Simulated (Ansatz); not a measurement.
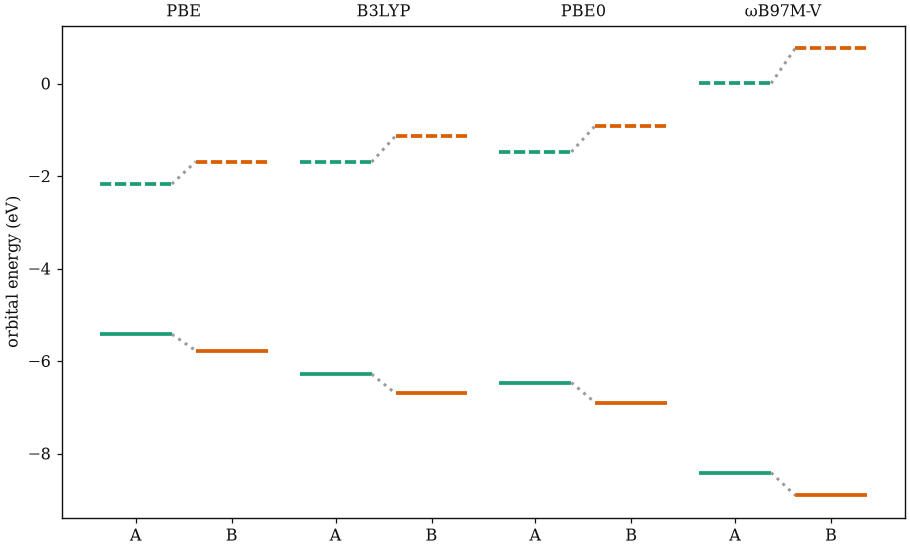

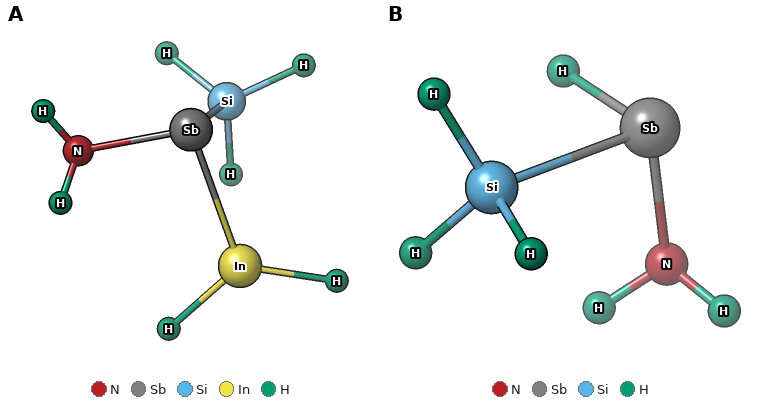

One change: A, InSiSbNH₇ (SMILES [NH2][Sb]([SiH3])[InH2]), becomes B, SiSbNH₆ (SMILES [NH2][SbH][SiH3]). InH₂ on Sb is replaced by H. HOMO (solid) and LUMO (dashed) computed in def2-TZVPP at PBE0-D4/def2-TZVP geometries, both minima by their frequencies, gas phase, the Ansatz code. Empty levels above zero depend strongly on the basis.

> What does the change do to HOMO and LUMO?

PBE: the HOMO falls by 0.36 eV, the LUMO rises by 0.49 eV, and the separation goes from 3.25 to 4.09 eV. B3LYP: the HOMO falls by 0.42 eV, the LUMO rises by 0.56 eV, and the separation goes from 4.58 to 5.57 eV. PBE0: the HOMO falls by 0.44 eV, the LUMO rises by 0.57 eV, and the separation goes from 4.99 to 5.99 eV. ωB97M-V: the HOMO falls by 0.49 eV, the LUMO rises by 0.76 eV, and the separation goes from 8.42 to 9.66 eV.

> Do the functionals agree on the effect?

They agree on the direction for both levels; the HOMO shift lies between −0.49 and −0.36 eV and the LUMO shift between 0.49 and 0.76 eV, while the separations themselves differ by up to 5.6 eV between functionals.

Known limits of this run: core potentials past krypton; spin-orbit coupling is left out, and with In and Sb it can shift these values.
